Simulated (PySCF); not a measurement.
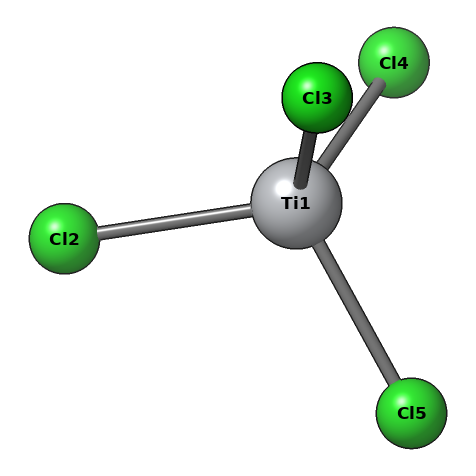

The species is neutral and a spin singlet. The geometry was computed by an optimisation with PBE0-D3(BJ)/def2-SVP. No frequency run is at hand to confirm it as a minimum. Electric field gradients from the ground-state density, PBE0/pcSseg-1 (pcSseg-2 on Ti) (PySCF 2.14.0), non-relativistic apart from any core potentials.

Give the largest field-gradient component, the quadrupole coupling constant and the asymmetry for 35Cl at Cl2 (Q = −81.7 mb).

```json
{"atom": "Cl2", "V_zz (a.u.)": "0.679", "e²qQ/h (MHz)": "−13.03", "η": "0.00"}
```
